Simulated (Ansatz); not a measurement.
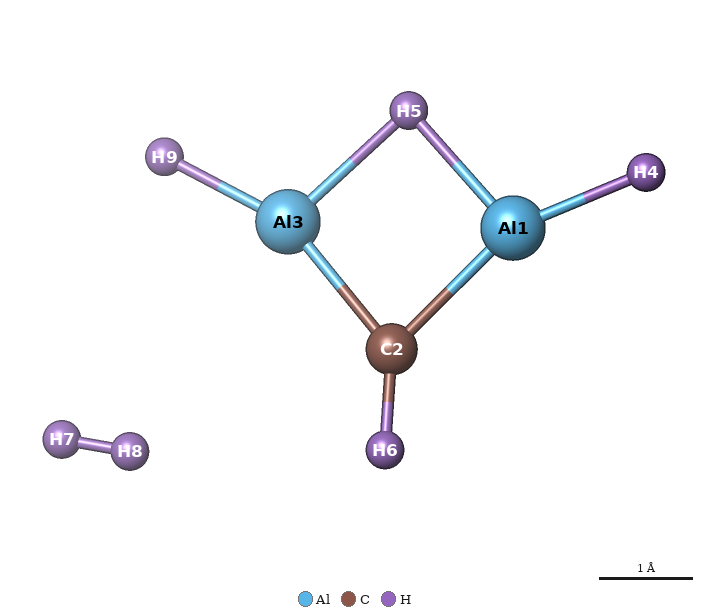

Orthographic view. Distant atoms are faded towards the background colour. The geometry was computed by an optimisation with PBE-D4/def2-SVP. No frequency run is at hand to confirm it as a minimum.

List the bonded neighbours of every atom.

Al1: C2, H4, H5
C2: Al1, Al3, H6
Al3: C2, H5, H9
H4: Al1
H5: Al1, Al3
H6: C2
H7: H8
H8: H7
H9: Al3
